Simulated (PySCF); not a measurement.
SMILES N#Cc1ccccc1-c1ccccc1 (C13H9N) at its GFN2-xTB optimised geometry (Å):

```
23

N      2.7767    -0.8616     2.6565
C      2.4389    -0.1188     1.8505
C      2.0562     0.8501     0.8939
C      2.7418     2.0657     0.8795
C      2.3723     3.0575    -0.0071
C      1.3132     2.8445    -0.8771
C      0.6292     1.6426    -0.8632
C      0.9877     0.6229     0.0128
C      0.2597    -0.6548     0.0106
C      0.9439    -1.8674     0.0067
C      0.2476    -3.0618     0.0000
C     -1.1370    -3.0618     0.0000
C     -1.8254    -1.8600     0.0000
C     -1.1331    -0.6638     0.0004
H      3.5577     2.2187     1.5709
H      2.9056     3.9959    -0.0190
H      1.0217     3.6192    -1.5707
H     -0.1857     1.4770    -1.5527
H      2.0239    -1.8746    -0.0085
H      0.7892    -3.9959    -0.0046
H     -1.6789    -3.9958    -0.0003
H     -2.9056    -1.8546     0.0018
H     -1.6718     0.2730     0.0172
```

Method: CAM-B3LYP/def2-SVP run with PySCF 2.14.0. Cells within 0.4 Å of a nucleus heavier than hydrogen are left out (blank, or x).

Map of the electron localisation function on the plane z = 0.6 Å:

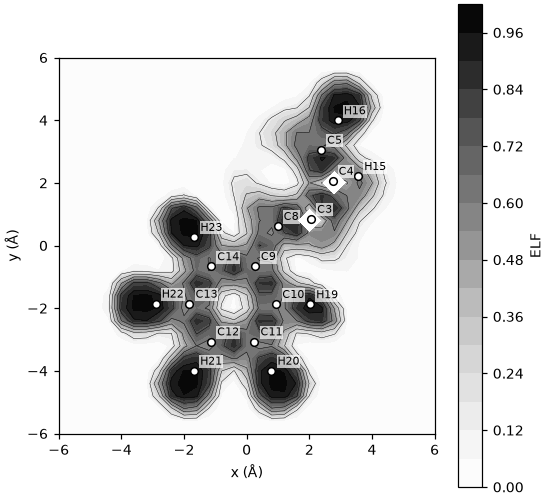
Electron localisation function on the plane z = 0.6 Å.
